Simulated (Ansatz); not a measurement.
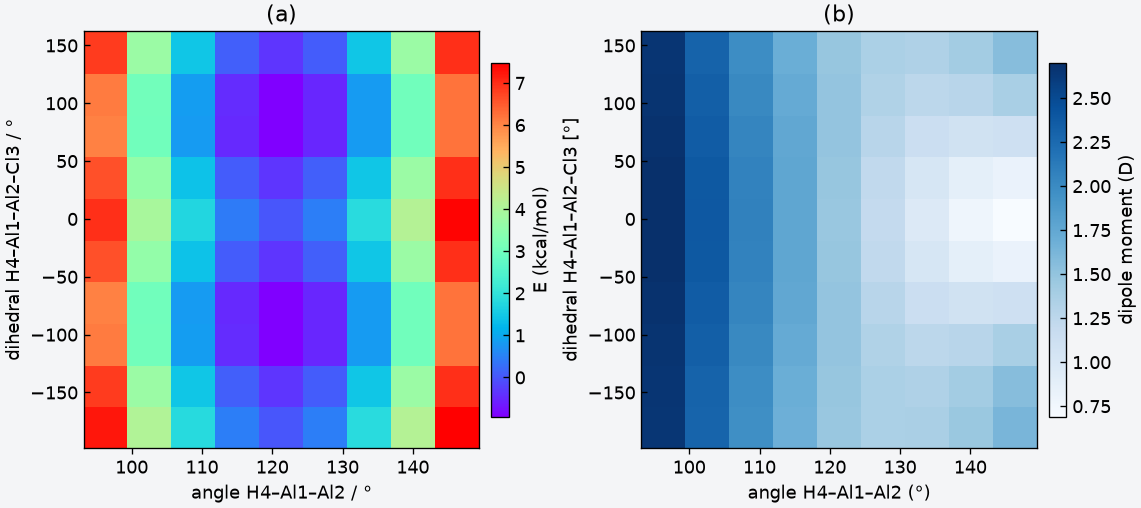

Al₂ClH₃, SMILES [AlH2][AlH][Cl]. 
- First axis: angle H4–Al1–Al2. Second axis: dihedral H4–Al1–Al2–Cl3.
- Nothing is relaxed (all other coordinates rigid).
- Grid: 9 × 10 points; 54 points were computed and 36 follow by symmetry.
- Energies are in kcal/mol, from the relaxed molecule at the same level.
- The calculation used Ansatz, RKS PBE0-D4/def2-TZVP.

Panel (a) is the energy; panel (b) is the computed dipole moment, in D.

The picture shows one coloured cell a grid point.

How does the dipole moment vary over the map, and what is it at the lowest grid point?

Answer. Leaving out the highest fifth of the energies, it runs from 0.79 D at angle H4–Al1–Al2 = 140.0°, dihedral H4–Al1–Al2–Cl3 = 0° to 2.68 D at angle H4–Al1–Al2 = 96.3°, dihedral H4–Al1–Al2–Cl3 = −72°. At the lowest grid point, angle H4–Al1–Al2 = 121.3°, dihedral H4–Al1–Al2–Cl3 = −108°, it is 1.49 D.
